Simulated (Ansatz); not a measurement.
# Lattice dynamics of TiTeSe monolayer, Janus

Aim: the phonons of TiTeSe monolayer, Janus at a cell relaxed beforehand at this level. After the zone centre comes a 4×4×1 q mesh on a 20×20×1 k mesh.

Main program and level: Ansatz 0.2.0; DFT LDA, scalar-relativistic, plane waves, PAW.

## 1. Starting point

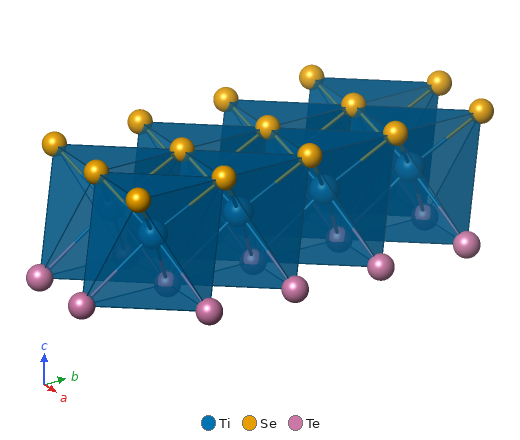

The starting structure, seen slightly off an axis (titanium blue, selenium orange, tellurium pink). 1×3×1 cells are drawn. Some periodic images of atoms are drawn too.

The cell holds 3 atoms: 1 Ti, 1 Se and 1 Te. Cell: a = 3.535 Å, b = 3.535 Å, c = 30.000 Å, α = 90.0°, β = 90.0°, γ = 120.0°. Vacuum lies along c.

## 2. Zone-centre response

The cell comes from relaxations at this level that are not shown. The zone centre comes first: it holds the modes that light can see, as far as symmetry allows. No field response is asked, since the mesh shows no gap.

Contents of input.yaml:

```yaml
crystal:
  lattice:
    - [3.5348494999, 0.0, 0.0]
    - [-1.7674247499, 3.0612694655, 0.0]
    - [0.0, 0.0, 30.0]
  atoms:
    - { symbol: Ti, position: [0.0, 0.0, 0.3369655942] }
    - { symbol: Se, position: [0.3333333333, 0.6666666667, 0.384153163] }
    - { symbol: Te, position: [0.6666666667, 0.3333333333, 0.2755479094] }
  periodic: [true, true, false]
kpoints:
  mp_grid: { grid: [18, 18, 1] }
hamiltonian:
  xc: lda
scf:
  occupations: { method: methfessel_paxton, width: 0.15 }
output:
  eigenvalues: true
phonons:
  method: dfpt
```

The run is started by

```console
$ ansatz run input.yaml --threads 8 --pin off --max-ram 14336MiB --backend cpu --events-out ev --progress --plain --runs-dir out
```

Numbers of over 12 decimals in the logs are rounded to 6 here.

The log of the run:

```text
Engine: ansatz 0.2.0, aarch64-unknown-linux-gnu
Pseudopotentials: kind: paw
Pseudopotential: Ti, paw, valence charge 12, recommended cutoff 420 eV (normal), Ti.paw.azcp
Pseudopotential: Se, paw, valence charge 16, recommended cutoff 420 eV (normal), Se.paw.azcp
Pseudopotential: Te, paw, valence charge 16, recommended cutoff 420 eV (normal), Te.paw.azcp
Functional definition: SPW92
  exchange = slater_x
  correlation = pw_c
Crystal: 3 atoms, lattice volume = 324.634 Å³
Basis set: ecut = 420 eV, 6299 PW (Γ), exchange–correlation on 48×48×432 points (8 copies of the dense FFT grid, shifted against one another)
Bands: 27, of which v1, the nominal top of the filled ones, is band 22 counted from 1 (21 counted from 0)
Symmetry: 6 space group operations
k-points: 91 of 324 (irreducible under 2 space group operations, time reversal used)
Non-local potential: Ti, projectors of the file, l = 0: 3, l = 1: 2, l = 2: 3, l = 3: 1
Non-local potential: Se, projectors of the file, l = 0: 2, l = 1: 2, l = 2: 3, l = 3: 1
Non-local potential: Te, projectors of the file, l = 0: 2, l = 1: 2, l = 2: 2, l = 3: 2
PAW form: soft (Blöchl's): semilocal exchange-correlation on the pseudo side does not see the compensation charge
PAW frozen core: Ti, regenerated for the run's functional, and the local potential with it (the file was generated under x = pbe(κ = 0.804, μ = 0.219515), c = pbe(β = 0.066725))
PAW frozen core: Se, regenerated for the run's functional, and the local potential with it (the file was generated under x = pbe(κ = 0.804, μ = 0.219515), c = pbe(β = 0.066725))
PAW frozen core: Te, regenerated for the run's functional, and the local potential with it (the file was generated under x = pbe(κ = 0.804, μ = 0.219515), c = pbe(β = 0.066725))
PAW one-centre angular grid: Ti, 590 points (default); XC on 64 Gauss nodes
PAW one-centre angular grid: Se, 590 points (default); XC on 64 Gauss nodes
PAW one-centre angular grid: Te, 590 points (default); XC on 64 Gauss nodes
Initial density: superposition of atomic densities (neutral atoms: chi_scale 0, normalization atom), corrected by the library's trained network
Initial wavefunctions: pseudopotential atomic-orbital guess
Functional: x = slater, c = lda
SCF iter   1: F=—  HF=-14663.436603 eV  |F-HF|=—  |Δ(HF+E_count)|=         —  Δρ=3.02e-3  dr2=2.19e-1  ethr=1.77e-3  ⟨swp⟩=12.1  Hψ=15457  notcnv=0
preconditioner: auto → LDOS  [metal: Δε(μ)=0.075 eV  Ē_g=6.955 eV  σ=0.150 eV  W_gap=0.37  n_scr=18 (ndim 8)  ℏωp=8.2 eV  f_vac=0.760  D(μ)=1.39/eV (n_scr^D=8)  β→1.0]
SCF iter   2: F=—  HF=-14663.437069 eV  |F-HF|=—  |Δ(HF+E_count)|=   4.66e-4  S|Δr|=    0.00e0  Δρ=2.95e-3  dr2=2.74e-1  ethr=4.99e-4  ⟨swp⟩=2.5  Hψ=4222  notcnv=0  defer=6
SCF iter   3: F=—  HF=-14663.418086 eV  |F-HF|=—  |Δ(HF+E_count)|=   1.90e-2  S|Δr|=    0.00e0  Δρ=8.29e-4  dr2=1.26e-2  ethr=4.99e-4  ⟨swp⟩=2.5  Hψ=3474  notcnv=0  defer=6
SCF iter   4: F=—  HF=-14663.416716 eV  |F-HF|=—  |Δ(HF+E_count)|=   1.37e-3  S|Δr|=    0.00e0  Δρ=1.38e-4  dr2=1.02e-4  ethr=2.86e-5  ⟨swp⟩=2.9  Hψ=3616  notcnv=0  defer=2
SCF iter   5: F=—  HF=-14663.416768 eV  |F-HF|=—  |Δ(HF+E_count)|=   5.21e-5  S|Δr|=    0.00e0  Δρ=4.41e-5  dr2=5.58e-6  ethr=2.31e-7  ⟨swp⟩=3.4  Hψ=5103  notcnv=0  defer=2
SCF iter   6: F=—  HF=-14663.416769 eV  |F-HF|=—  |Δ(HF+E_count)|=   1.51e-6  S|Δr|=    0.00e0  Δρ=1.77e-5  dr2=9.83e-7  ethr=1.27e-8  ⟨swp⟩=3.3  Hψ=5294  notcnv=0  defer=2
SCF iter   7: F=—  HF=-14663.416826 eV  |F-HF|=—  |Δ(HF+E_count)|=   5.65e-5  S|Δr|=    0.00e0  Δρ=3.10e-6  dr2=4.89e-8  ethr=2.24e-9  ⟨swp⟩=3.5  Hψ=5583  notcnv=0  defer=1
SCF iter   8: F=—  HF=-14663.416826 eV  |F-HF|=—  |Δ(HF+E_count)|=   5.59e-8  S|Δr|=    0.00e0  Δρ=1.16e-6  dr2=4.93e-9  ethr=1.11e-10  ⟨swp⟩=3.0  Hψ=4883  notcnv=0  defer=1
SCF iter   9: F=—  HF=-14663.416826 eV  |F-HF|=—  |Δ(HF+E_count)|=   1.98e-8  S|Δr|=    0.00e0  Δρ=3.33e-7  dr2=2.83e-10  ethr=1.12e-11  ⟨swp⟩=3.9  Hψ=6225  notcnv=0  defer=1
SCF iter  10: F=—  HF=-14663.416826 eV  |F-HF|=—  |Δ(HF+E_count)|=   8.07e-9  S|Δr|=    0.00e0  Δρ=9.22e-8  dr2=2.36e-11  ethr=1.00e-12  ⟨swp⟩=2.7  Hψ=3711  notcnv=0  defer=1
SCF iter  11: F=-14663.416826 eV  HF=-14663.416826 eV  |F-HF|=3.22e-10  |Δ(HF+E_count)|=   1.42e-9  S|Δr|=    0.00e0  Δρ=2.45e-8  dr2=2.19e-12  ethr=1.00e-12  ⟨swp⟩=12.9  Hψ=16234  notcnv=0
SCF 1 converged in 11 iterations: F = -14663.416826 eV  dr2 = 2.19e-12
  greatest PAW one-centre occupation: 1.000 electrons in one spin orbital (limit 2), on the Se atom at site 1 (counted from 0), in its partial waves of l = 2
DFPT response loops at Γ: preconditioner auto → none (partly filled bands, converged f_vac=0.760); β = 0.50; Broyden in place of MSR1
SCF converged after 11 iterations
Stability not checked: this state was not tested for a lower state beside it, because cold or Methfessel-Paxton smearing, or corrected tetrahedra, fill the levels in a way that the test cannot read (fill_not_monotonic; see scf.lower_state_search)
Free energy (F): -14663.416826 eV
Harris-Foulkes:  -14663.416826 eV  (|F-HF|=3.22e-10)
Internal energy: -14663.417163 eV  (E = F + TS)
E sigma→0 (E₀):  -14663.416910 eV
Entropy (-TS):   0.000337 eV (0.112 meV/atom)
Fermi energy:    -5.060382 eV
--- Per-component energies (eV) ---
  E_band       = -1459.352144
  E_kinetic    = 575.835564
  E_local      = -98307.874824  (includes V_loc(G=0)·N_el)
  E_nonlocal   = -882.509616
  E_hartree    = 48911.047384
  E_xc         = -325.693922
  E_vxc        = -327.046009  (∫ρ·V_xc dr)
  E_paw        = -7335.580828  (= ΣΔE_a)
  E_vpaw       = -339.851238  (= ΣTr[D̂ρ^β])
  E_aug_tail   = -0.000708  (compensation charges beyond the density's cutoff)
  E_ewald      = 42698.137813
  E_core_change = 3.221974  (= ΣΔE_core)
  E_smearing   = 0.000337  (= −TS)
  E_closure    = 0.000000  (closes the sum)
  Σ components = -14663.416826   (vs F -14663.416826, Δ=0.00e0)
--- Band table (eV; the first three rows and the last of 91) ---
  k-point 0: bands = [... 18 lower, -7.2781, -7.0224, -4.6707, -4.6707, -4.3328, -3.8344, -3.8344, -1.3034, ... 1 higher]
  k-point 1: bands = [... 18 lower, -7.2726, -6.8223, -4.8655, -4.7866, -4.4303, -3.7899, -3.7447, -1.5705, ... 1 higher]
  k-point 2: bands = [... 18 lower, -7.2602, -6.6048, -5.4754, -5.0250, -4.5228, -3.7296, -3.5884, -2.0731, ... 1 higher]
  k-point 90: bands = [... 18 lower, -8.1850, -7.9439, -7.4791, -6.9503, -4.3246, -3.8893, -3.5213, -2.6896, ... 1 higher]
--- Phonons (Γ-DFPT): 6 representative perturbations + reference, on 91 of 324 k-points (Σ response iterations 31) ---
  k mesh reduced under 2 symmetry operations, with k and −k counted as one. Each operation leaves every solved perturbation unchanged. A smaller set is not used because it would not reduce the number of displacements times k-points to solve
  ASR residual: 4.382e-5 → 0.000e0 eV/Å²; symmetrization residual: 3.492e-5 eV/Å²
  ASR residual per site (eV/Å²): 3.53e-5 4.38e-5 2.54e-5
  Γ frequencies (cm⁻¹): 0.00 0.00 0.00 106.85 106.85 163.77 207.05 207.05 322.43
  non-analytic LO–TO correction: not included (Born effective charges unavailable; polar crystals: no LO–TO splitting at Γ)
```

It took 1.8 min on 8 threads of Arm Neoverse V1, shared host; peak memory 2.9 GiB; 13 min of CPU time.

Numbers from this step:

| Quantity | Value |
| --- | --- |
| gap on the k-mesh | 0 eV |
| sum-rule residual before enforcement | 4.38e-5 eV/Å² |
| point group | 3m |
| area per atom | 3.607 Å² |
| highest optical mode at the zone centre (no LO-TO term) | 322.4 cm⁻¹ |
| lowest optical zone-centre mode | 106.8 cm⁻¹ |

Patterns of degenerate modes are one choice out of their space. Modes at Γ, with each element's share of the kinetic energy:

| mode | frequency (cm⁻¹) | symmetry | Ti % | Se % | Te % |
| --- | --- | --- | --- | --- | --- |
| 1 | 0.0 | acoustic | 19 | 31 | 50 |
| 2 | 0.0 | acoustic | 19 | 31 | 50 |
| 3 | 0.0 | acoustic | 19 | 31 | 50 |
| 4 | 106.8 | E | 12 | 39 | 49 |
| 5 | 106.8 | E | 12 | 39 | 49 |
| 6 | 163.8 | A1 | 2 | 55 | 43 |
| 7 | 207.1 | E | 69 | 30 | 1 |
| 8 | 207.1 | E | 69 | 30 | 1 |
| 9 | 322.4 | A1 | 80 | 14 | 6 |

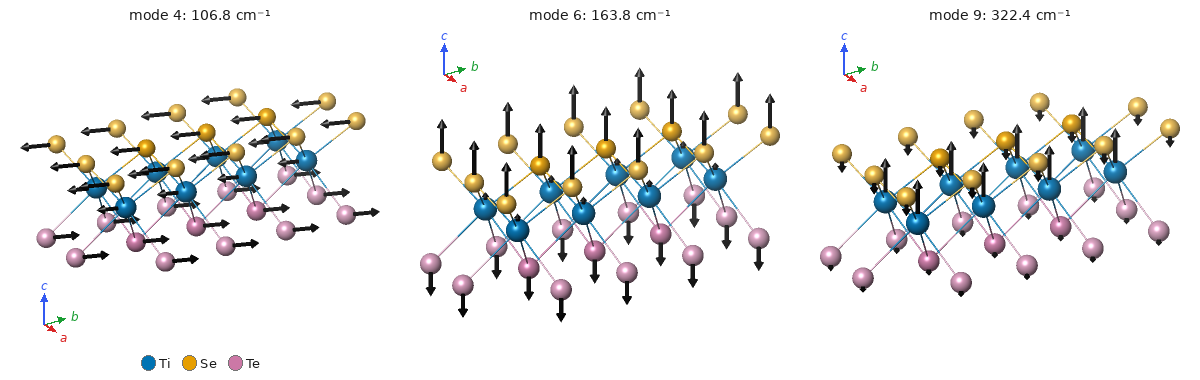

Displacement patterns of modes 4, 6 and 9 at Γ; arrows are exaggerated. 1×3×1 cells are drawn. Some periodic images of atoms are drawn too.

Before it was imposed, the acoustic sum rule was missed by 4.4e-5 eV/Å². Small misses are needed for a sound result but don't prove that mesh and cutoff are converged. The lowest optical mode is real, 107 cm⁻¹.

## 3. Response at finite wavevector

Stability and thermal properties need the whole zone. Linear response on a 4×4×1 q mesh gives force constants as far as a supercell of that size would.

Changes to input.yaml since step 2:

```diff
@@ -11,3 +11,3 @@
 kpoints:
-  mp_grid: { grid: [18, 18, 1] }
+  mp_grid: { grid: [20, 20, 1] }
 hamiltonian:
@@ -20 +20,10 @@
   method: dfpt
+  qmesh: [4, 4, 1]
+  temperatures: { t_max: 1000, t_step: 50 }
+  qpath:
+    path:
+      - [0.0, 0.0, 0.0]
+      - [0.5, 0.0, 0.0]
+      - [0.33333333, 0.33333333, 0.0]
+      - [0.0, 0.0, 0.0]
+    npoints: 10
```

The log of the run:

```text
[...]
Crystal: 3 atoms, lattice volume = 324.634 Å³
Basis set: ecut = 420 eV, 6299 PW (Γ), exchange–correlation on 48×48×432 points (8 copies of the dense FFT grid, shifted against one another)
Bands: 27, of which v1, the nominal top of the filled ones, is band 22 counted from 1 (21 counted from 0)
Symmetry: 6 space group operations
k-points: 44 of 400 (time reversal used)
[...]
SCF iter   1: F=—  HF=-14663.436874 eV  |F-HF|=—  |Δ(HF+E_count)|=         —  Δρ=3.03e-3  dr2=2.20e-1  ethr=1.77e-3  ⟨swp⟩=12.1  Hψ=7455  notcnv=0
[...]
SCF iter  11: F=-14663.416020 eV  HF=-14663.416020 eV  |F-HF|=5.00e-10  |Δ(HF+E_count)|=   1.92e-9  S|Δr|=    0.00e0  Δρ=3.81e-8  dr2=3.99e-12  ethr=1.00e-12  ⟨swp⟩=13.6  Hψ=8079  notcnv=0
SCF 1 converged in 11 iterations: F = -14663.416020 eV  dr2 = 3.99e-12
[...]
phonons: the bands overlap, so this run is a metal and interpolates without the dipole-dipole term. If the crystal is really an insulator or semiconductor, its LO-TO splitting is missing
NSCF: frozen V_eff on 44 k-points
[...]
DFPT response loops at q = (0, 0, 0) (fractional): preconditioner auto → none (partly filled bands, converged f_vac=0.760); β = 0.50; Broyden in place of MSR1
[...]
SCF converged after 11 iterations
[...]
Free energy (F): -14663.416020 eV
[...]
Internal energy: -14663.415780 eV  (E = F + TS)
E sigma→0 (E₀):  -14663.415960 eV
Entropy (-TS):   -0.000241 eV (-0.080 meV/atom)
Fermi energy:    -5.067863 eV
[...]
--- Band table (eV; the first three rows and the last of 44) ---
  k-point 0: bands = [... 18 lower, -7.2777, -7.0216, -4.6700, -4.6700, -4.3326, -3.8332, -3.8332, -1.3024, ... 1 higher]
  k-point 1: bands = [... 18 lower, -7.2732, -6.8467, -4.8247, -4.7660, -4.4180, -3.7956, -3.7584, -1.5248, ... 1 higher]
  k-point 2: bands = [... 18 lower, -7.2624, -6.6403, -5.3298, -4.9735, -4.5055, -3.7390, -3.6168, -1.9727, ... 1 higher]
  k-point 43: bands = [... 18 lower, -9.0585, -8.1126, -7.4880, -7.2428, -4.0171, -3.8500, -3.7591, -2.5024, ... 1 higher]
--- Phonons (Γ-DFPT): 6 representative perturbations + reference (Σ response iterations 27) ---
  ASR residual: 6.265e-5 → 0.000e0 eV/Å²; symmetrization residual: 2.802e-5 eV/Å²
  ASR residual per site (eV/Å²): 1.27e-5 4.72e-5 6.27e-5
  Γ frequencies (cm⁻¹): 0.00 0.00 0.00 106.05 106.05 163.78 201.90 201.90 322.25
--- Phonons (arbitrary-q DFPT): 4 irreducible q on the 4×4×1 mesh ---
  q = [0.0000, 0.0000, 0.0000] (star 1, of the zone-centre solve; hermiticity 3.83e-6, symmetrization 7.93e-11): -0.00 0.00 0.00 106.05 106.05 163.78 201.90 201.90 322.25
  q = [0.0000, 0.2500, 0.0000] (star 6, 9 solved perturbations on 210 of 400 k-point pairs; hermiticity 4.31e-6, symmetrization 4.33e-9): 42.73 62.77 94.61 112.09 130.16 160.00 195.14 239.23 296.39
[...]
q = [0.2500, 0.2500, 0.0000] (star 6, 6 solved perturbations in 1830 linear systems a pass and spin channel, the states on 400 of 400 k-point pairs; hermiticity 2.73e-6, symmetrization 8.59e-10): 78.76 97.07 115.99 135.47 142.86 164.77 229.92 254.22 285.71
  sum rule: each row above includes the acoustic sum rule's correction from the zone centre's row sums; it moved no ω² by more than (0.40 cm⁻¹)²
  mesh force constants: q→R imaginary residual 6.54e-18; ASR residual 6.265e-5 → 0.000e0 eV/Å²; symmetrization residual 5.329e-15 eV/Å²
  interpolated dispersion: 31 rows × 9 modes
  density of states and harmonic sums: on the 20×20×1 q-mesh, interpolated from the force constants of a 4×4×1 supercell (no non-analytic term)
  largest difference from the sums on the solved wave vectors: F 5.24e-2 eV, S 6.66e-5 and C_V 1.42e-5 eV/K
  zero-point energy: 0.086791 eV/cell   skipped modes (ω ≤ 0): 4, of them read as no rigid motion or as one in doubt: 1 (1.500e-2 modes/cell left out, lowest -2.36 cm⁻¹)   left out of the sums: 2.50e-3 of the cell's modes: C_V's classical limit lies that fraction below 3 k_B per atom; for a crystal, a wire or a layer, F and S can be off by more, and a phonons.interpolated_qmesh denser along its periods is the remedy for the sampling
```

It took 14 min on 8 threads; peak memory 6.8 GiB; 1.8 h of CPU time.

Numbers from this step:

- sum-rule residual before enforcement: 6.27e-5 eV/Å²
- lowest frequency on the path: -2.360 cm⁻¹
- highest frequency on the path or at a solved wavevector: 322.3 cm⁻¹
- mean frequency: 155.9 cm⁻¹
- highest optical mode at the zone centre (no LO-TO term): 322.2 cm⁻¹
- lowest optical zone-centre mode: 106.0 cm⁻¹
- lowest mode on the q mesh (acoustic modes at Γ apart): 42.73 cm⁻¹
- zero-point energy per atom: 28.93 meV
- heat capacity at 300 K: 23.54 J/(mol atoms K)
- vibrational entropy at 300 K: 36.22 J/(mol atoms K)
- edges of the widest gap between branches, on path and mesh: 267, 283 cm⁻¹

Frequencies (cm⁻¹) solved at each irreducible wavevector; negative means imaginary. Frequencies by wavevector, by row:

```
q in reciprocal lattice units  star  mode 1  mode 2  mode 3  mode 4  mode 5  mode 6  mode 7  mode 8  mode 9
                        0 0 0     1       0       0       0     106     106   163.8   201.9   201.9   322.2
                     0 0.25 0     6    42.7    62.8    94.6   112.1   130.2     160   195.1   239.2   296.4
                     0 -0.5 0     3    87.5    90.9   102.1     119   142.6   156.4   168.5   236.4   299.1
                  0.25 0.25 0     6    78.8    97.1     116   135.5   142.9   164.8   229.9   254.2   285.7
```

Interpolated from a 4×4×1 q mesh. Phonon branches along the path, in cm⁻¹:

```csv
point,branch 1,branch 2,branch 3,branch 4,branch 5,branch 6,branch 7,branch 8,branch 9
Γ,0,0,0,106,106,164,202,202,322
M,88,91,102,119,143,156,168,236,299
K,90,107,119,142,148,167,239,267,294
Γ,0,0,0,106,106,164,202,202,322
```

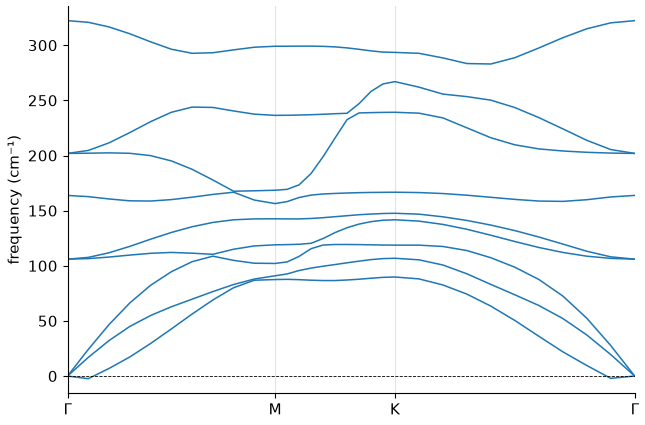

Phonon branches along the path.

Tetrahedra on a 20×20×1 mesh, mean over bins of 5 cm-1. Interpolated from a 4×4×1 q mesh. Phonon density of states against wavenumber; read off at these points:

```csv
wavenumber (cm⁻¹),phonon density of states (1/cm⁻¹/cell)
-2,0.00263
18,0.00651
38,0.0110
52,0.0169
72,0.0328
88,0.0663
92,0.0330
112,0.0851
118,0.111
132,0.0392
142,0.0838
152,0
162,0.115
168,0.0474
188,0.0103
208,0.0206
228,0.0146
248,0.0315
268,4.1e-4
282,0.00761
292,0.0683
302,0.00968
322,0.0024
```

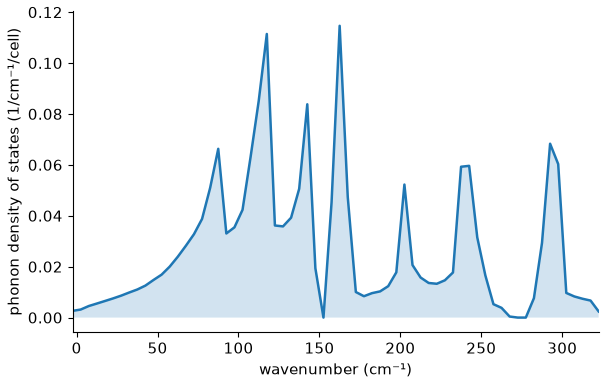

Phonon density of states against wavenumber.

The partial phonon density of states has structure finer than the step of the table below, so its rows give means over 25 cm⁻¹, whole bins alone (the curve runs from -12.3 to 342 cm⁻¹). Peaks (cm⁻¹: height): Se 116.9: 0.0297, 141.4: 0.0468, 163.7: 0.0622, 201.6: 0.0124, 239.4: 0.0151, 292.9: 0.0095; Te 85.7: 0.0450, 116.9: 0.0528, 141.4: 0.024, 163.7: 0.0335; Ti 85.7: 0.0112, 116.9: 0.0154, 163.7: 0.00951, 201.6: 0.0256, 239.4: 0.0444, 295.1: 0.0526.

Phonopy on the run's constants, 19x19x1 mesh, Gaussian sigma 2.5 cm-1. Interpolated from a 4×4×1 q mesh. The partial phonon density of states by wavenumber; means over each step; values in 1/cm⁻¹/cell:

| wavenumber (cm⁻¹) | Se | Te | Ti |
| --- | --- | --- | --- |
| 25 | 0.00238 | 0.00432 | 0.00151 |
| 50 | 0.00439 | 0.00903 | 0.00298 |
| 75 | 0.00823 | 0.0242 | 0.00686 |
| 100 | 0.0120 | 0.0289 | 0.00911 |
| 125 | 0.0238 | 0.0258 | 0.00832 |
| 150 | 0.0276 | 0.0149 | 0.00268 |
| 175 | 0.0162 | 0.00770 | 0.00497 |
| 200 | 0.00767 | 4.4e-4 | 0.0151 |
| 225 | 0.00485 | 7.7e-4 | 0.0132 |
| 250 | 0.00606 | 0.00144 | 0.0216 |
| 275 | 9.8e-4 | 1.3e-4 | 0.00463 |
| 300 | 0.00482 | 9.1e-4 | 0.0265 |
| 325 | 3.9e-4 | 1.6e-4 | 0.00209 |

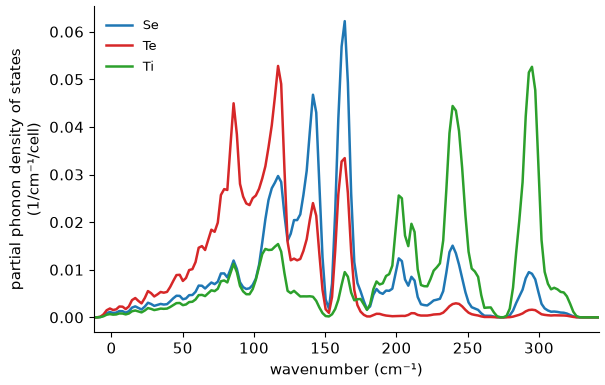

Partial phonon density of states, plotted against wavenumber.

Harmonic thermodynamic functions per atom, from the density of states. Interpolated from a 4×4×1 q mesh. Thermodynamic functions, by row:

| T (K) | F_vib (meV/atom) | S (J/mol-atom/K) | C_V (J/mol-atom/K) |
| --- | --- | --- | --- |
| 0 | 28.93 | 0 | 0 |
| 100 | 23.44 | 13.31 | 16.57 |
| 200 | 2.09 | 26.94 | 22.06 |
| 300 | -30.91 | 36.22 | 23.54 |
| 400 | -72.17 | 43.08 | 24.11 |
| 500 | -119.7 | 48.49 | 24.38 |
| 600 | -172.4 | 52.95 | 24.53 |
| 700 | -229.2 | 56.74 | 24.62 |
| 800 | -289.8 | 60.03 | 24.68 |
| 900 | -353.6 | 62.94 | 24.72 |
| 1000 | -420.2 | 65.55 | 24.75 |

Symmetry leaves 4 wavevectors to solve. The lowest mode among them, the acoustic zeros apart, lies at q = (0, 0.25, 0) and is real, 42.7 cm⁻¹.

(Part 1 of 2 ends here.)

[Logs are printed without paths, hosts, clocks, repeated set-up lines and the standing remarks that a program may print on its own settings, such as how far it seeks lower states.]

[Hosts, paths, dates, database ids (printed as entryN), source tags and the programs' standing remarks are cut or masked in the printed files.]
